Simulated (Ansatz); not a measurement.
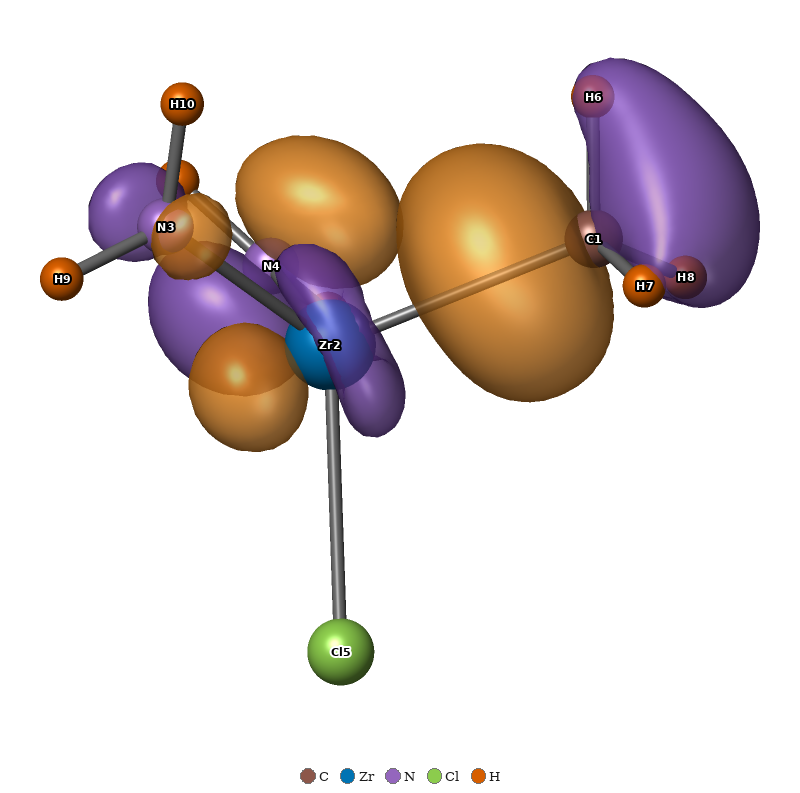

The picture shows: CH₇ClN₂Zr (SMILES [CH3][Zr]([NH2])([NH2])[Cl]). The HOMO at ±0.15 Å⁻³ᐟ² (orange and purple are the two phases), seen from one side.

Geometry: PBE0-D4/def2-TZVP; core potentials replace the inner electrons of Zr.

Computed with Ansatz 0.2.0, RKS PBE0-D4/def2-TZVPP.

```tsv
atom	x (Å)	y (Å)	z (Å)
C	-1.4317	1.1060	0.2639
Zr	0.4180	0.1029	-0.4470
N	1.7229	0.0443	1.0931
N	-0.1618	-1.7926	-0.8396
Cl	1.1998	1.2185	-2.3946
H	-1.7730	0.6899	1.2192
H	-1.2504	2.1784	0.4079
H	-2.2563	0.9999	-0.4497
H	2.7286	0.1427	1.0522
H	1.4418	-0.0071	2.0647
H	0.1216	-2.6326	-0.3552
H	-0.7594	-2.0502	-1.6150
```

What is the character of this orbital?

Answer. It lies mainly on C1 (about 40 %), Zr2 (about 20 %) and N4 (about 15 %). Its energy is −7.39 eV.
